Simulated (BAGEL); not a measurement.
# CH6GeO (SMILES C[O][GeH3]): HF/3-21G (density fitting with qzvpp-jkfit)

Aim: the vertical ionisation energy of CH6GeO at HF/3-21G (density fitting with qzvpp-jkfit), from 2 runs. 

The calculation is run with BAGEL 1.2.2.

1 further run of the same task is left out (it didn't finish).

## 1. The structure to begin with

CH6GeO has 9 atoms, charge 0, and is taken as a singlet. As SMILES, `C[O][GeH3]`. The shape is that of a PBE0-D4/def2-TZVP optimisation.

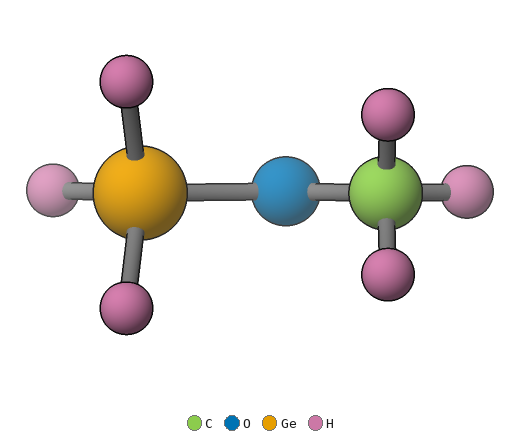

Viewed from a chosen angle; carbon green, oxygen blue, germanium amber, hydrogen pink.

## 2. The energy at HF/3-21G (density fitting with qzvpp-jkfit)

Input file input.json:

```json
{ "bagel": [

{
  "title": "molecule",
  "basis": "3-21g",
  "df_basis": "qzvpp-jkfit",
  "angstrom": true,
  "geometry": [
    { "atom": "C", "xyz": [      -0.461600,       0.939500,      -0.879600 ] },
    { "atom": "O", "xyz": [      -0.657300,      -0.383600,      -0.447300 ] },
    { "atom": "Ge", "xyz": [       0.409500,      -1.004400,       0.834300 ] },
    { "atom": "H", "xyz": [      -1.194400,       1.152600,      -1.661500 ] },
    { "atom": "H", "xyz": [       0.540900,       1.094500,      -1.301500 ] },
    { "atom": "H", "xyz": [      -0.607700,       1.666800,      -0.069200 ] },
    { "atom": "H", "xyz": [       1.870200,      -0.939000,       0.345100 ] },
    { "atom": "H", "xyz": [      -0.054100,      -2.444000,       1.070300 ] },
    { "atom": "H", "xyz": [       0.242900,      -0.128600,       2.092200 ] }
  ]
},

{ "title": "hf" },

{ "title": "print", "file": "orbitals.molden", "orbitals": true }

]}
```

The run is started by

```
BAGEL_NUM_THREADS=1 BAGEL input.json > input.out
```

The log of the run:

```text
* using 1 threads per process

  ===============================================================
  ===============================================================

  *** Geometry ***

  { "atom" : "C", "xyz" : [     -0.872298,      1.775398,     -1.662203 ] },
  { "atom" : "O", "xyz" : [     -1.242117,     -0.724899,     -0.845274 ] },
  { "atom" : "Ge", "xyz" : [      0.773843,     -1.898041,      1.576599 ] },
  { "atom" : "H", "xyz" : [     -2.257089,      2.178098,     -3.139780 ] },
  { "atom" : "H", "xyz" : [      1.022153,      2.068305,     -2.459479 ] },
  { "atom" : "H", "xyz" : [     -1.148387,      3.149796,     -0.130769 ] },
  { "atom" : "H", "xyz" : [      3.534166,     -1.774453,      0.652144 ] },
  { "atom" : "H", "xyz" : [     -0.102234,     -4.618491,      2.022574 ] },
  { "atom" : "H", "xyz" : [      0.459014,     -0.243019,      3.953685 ] },

  Number of auxiliary basis functions:      526

  Since a DF basis is specified, we compute 2- and 3-index integrals:
    o Being stored without compression. Storage requirement is 0.011 GB

  Number of basis functions:       52
  Number of electrons      :       52

    * METHOD: MOLECULE                             0.18

  *** RHF ***

  === Nuclear Repulsion ===
   205.4353264977

      * DIIS with orbital gradients will be used.

  === RHF iteration (3-21g) ===
      0      -2180.81950318          0.02042527           0.04
      1      -2180.88435353          0.01302554           0.04
      2      -2180.91640299          0.00139846           0.04
      3      -2180.91702413          0.00020853           0.04
      4      -2180.91703919          0.00006665           0.04
      5      -2180.91704149          0.00001498           0.04
      6      -2180.91704166          0.00000275           0.04
      7      -2180.91704166          0.00000051           0.04
      8      -2180.91704166          0.00000016           0.04
      9      -2180.91704166          0.00000009           0.04
     10      -2180.91704166          0.00000001           0.04
     11      -2180.91704166          0.00000000           0.04
    * SCF iteration converged.

    * Permanent dipole moment:
           (   -0.499954,    -0.364212,    -0.296334) a.u.

    * METHOD: HF                                   0.58

    * METHOD: PRINT                                0.01

  ===============================================================
```

Run time: 0.93 s. Hardware: 1 thread of Arm Neoverse V2, shared host; peak memory 0.09 GiB.

## 3. The doublet cation, same level

Input file input.json:

```json
{ "bagel" : [

{
  "title" : "molecule",
  "basis" : "3-21g",
  "df_basis" : "qzvpp-jkfit",
  "angstrom" : true,
  "geometry" : [
    { "atom" : "C", "xyz" : [      -0.461600,       0.939500,      -0.879600 ] },
    { "atom" : "O", "xyz" : [      -0.657300,      -0.383600,      -0.447300 ] },
    { "atom" : "Ge", "xyz" : [       0.409500,      -1.004400,       0.834300 ] },
    { "atom" : "H", "xyz" : [      -1.194400,       1.152600,      -1.661500 ] },
    { "atom" : "H", "xyz" : [       0.540900,       1.094500,      -1.301500 ] },
    { "atom" : "H", "xyz" : [      -0.607700,       1.666800,      -0.069200 ] },
    { "atom" : "H", "xyz" : [       1.870200,      -0.939000,       0.345100 ] },
    { "atom" : "H", "xyz" : [      -0.054100,      -2.444000,       1.070300 ] },
    { "atom" : "H", "xyz" : [       0.242900,      -0.128600,       2.092200 ] }
  ]
},

{
  "title" : "uhf",
  "charge" : 1,
  "nopen" : 1
},

{
  "title" : "print",
  "file" : "orbitals.molden",
  "orbitals" : true
}

]}
```

The run is started by

```
BAGEL_NUM_THREADS=1 BAGEL input.json > input.out
```

The log of the run:

```text
* using 1 threads per process

  ===============================================================
  ===============================================================

  *** Geometry ***

  { "atom" : "C", "xyz" : [     -0.872298,      1.775398,     -1.662203 ] },
  { "atom" : "O", "xyz" : [     -1.242117,     -0.724899,     -0.845274 ] },
  { "atom" : "Ge", "xyz" : [      0.773843,     -1.898041,      1.576599 ] },
  { "atom" : "H", "xyz" : [     -2.257089,      2.178098,     -3.139780 ] },
  { "atom" : "H", "xyz" : [      1.022153,      2.068305,     -2.459479 ] },
  { "atom" : "H", "xyz" : [     -1.148387,      3.149796,     -0.130769 ] },
  { "atom" : "H", "xyz" : [      3.534166,     -1.774453,      0.652144 ] },
  { "atom" : "H", "xyz" : [     -0.102234,     -4.618491,      2.022574 ] },
  { "atom" : "H", "xyz" : [      0.459014,     -0.243019,      3.953685 ] },

  Number of auxiliary basis functions:      526

  Since a DF basis is specified, we compute 2- and 3-index integrals:
    o Being stored without compression. Storage requirement is 0.011 GB

  Number of basis functions:       52
  Number of electrons      :       52

    * METHOD: MOLECULE                             0.19

  *** Open-shell HF ***

  === Nuclear Repulsion ===
   205.4353264977

      * DIIS with orbital gradients will be used.

  === UHF iteration (3-21g) ===
      0      -2180.41088629          0.03560362           0.09
      1      -2180.49714933          0.03336382           0.09
      2      -2180.53664718          0.02369973           0.08
      3      -2180.57417771          0.00639664           0.08
      4      -2180.59132478          0.00287129           0.08
      5      -2180.59546239          0.00096720           0.08
      6      -2180.59571907          0.00019700           0.08
      7      -2180.59590433          0.00006566           0.08
      8      -2180.59598885          0.00005031           0.09
      9      -2180.59600794          0.00002780           0.08
     10      -2180.59602901          0.00001853           0.08
     11      -2180.59603401          0.00000193           0.09
     12      -2180.59603410          0.00000066           0.08
     13      -2180.59603410          0.00000019           0.09
     14      -2180.59603410          0.00000010           0.09
     15      -2180.59603410          0.00000008           0.08
     16      -2180.59603410          0.00000008           0.08
     17      -2180.59603410          0.00000007           0.08
     18      -2180.59603410          0.00000004           0.08
     19      -2180.59603410          0.00000003           0.08
     20      -2180.59603410          0.00000002           0.08
     21      -2180.59603410          0.00000001           0.08
     22      -2180.59603410          0.00000001           0.08
    * SCF iteration converged.

    * S^2 (UHF) is 0.7594

    * Permanent dipole moment:
           (    0.124942,    -1.230185,     0.687373) a.u.

    * METHOD: UHF                                  2.09

    * METHOD: PRINT                                0.01

  ===============================================================
```

It took 2.4 s on 1 thread of Arm Neoverse V2, shared host; peak memory 0.091 GiB.

## 4. Outcome

Level: HF/3-21G (density fitting with qzvpp-jkfit).

| quantity | value |
| --- | --- |
| singlet CH6GeO: total energy | -2180.91704 Eh |
| singlet CH6GeO: dipole moment | 1.74 D |
| singlet CH6GeO: HOMO energy | -11.30 eV |
| singlet CH6GeO: LUMO energy | 4.08 eV |
| singlet CH6GeO: HOMO–LUMO gap | 15.38 eV |
| doublet cation: total energy | -2180.59603 Eh |
| doublet cation: ⟨S²⟩ | 0.759 |
| vertical ionisation energy (to the doublet cation) | 8.735 eV |

The vertical ionisation energy comes to 8.74 eV (201 kcal/mol). −ε(HOMO) before ionisation, 11.30 eV, is 2.57 eV above this ionisation energy.
